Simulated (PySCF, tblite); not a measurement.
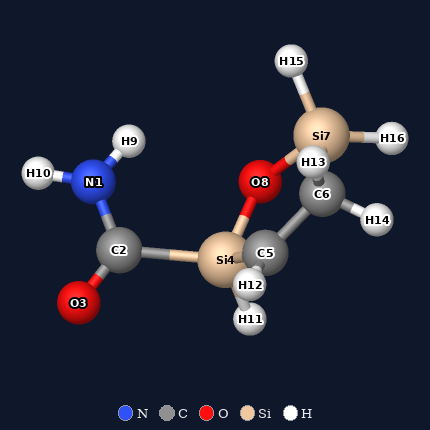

First-order isotropic EPR spectrum (fast tumbling, first derivative) of C₃H₈NO₂Si₂, SMILES NC(=O)[Si@@H]1[CH]C[SiH2]O1, doublet at 9.30 GHz, Lorentzian lines of 0.08 mT full width at half height, from computed g and hyperfine couplings (B3LYP/pcH-1, PySCF, at a GFN2-xTB geometry (a minimum by its frequencies), gas phase); values of one conformer, averaged over methyl-type rotors alone; other conformers aren't averaged in; no vibrational averaging; dilute isotopes left out. The SMILES is one Lewis form and needn't show where the spin sits.

Give g and the hyperfine couplings.

g_iso = 2.0028, which centres the spectrum at 331.8 mT; it spans 12.6 mT.

```tsv
nuclei	isotope	a (mT)	a (MHz)
H14	¹H	5.60	157.1
H13	¹H	2.85	80.0
H12	¹H	−2.02	−56.7
H11	¹H	1.85	51.7
H10	¹H	0.07	1.9
H15	¹H	0.06	1.7
N1	¹⁴N	0.06	1.6
H16	¹H	−0.03	−0.8
H9	¹H	−0.02	−0.5
```

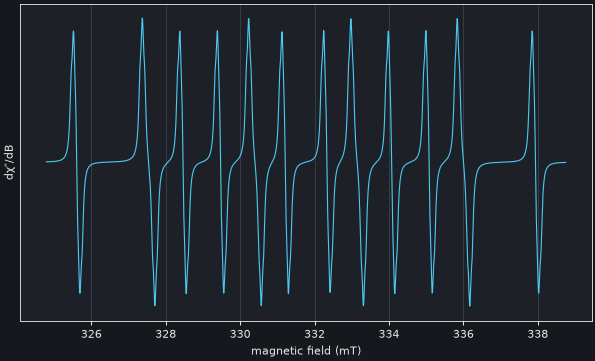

Caveats: the tight-binding geometry is rougher than a DFT one and adds to the error.
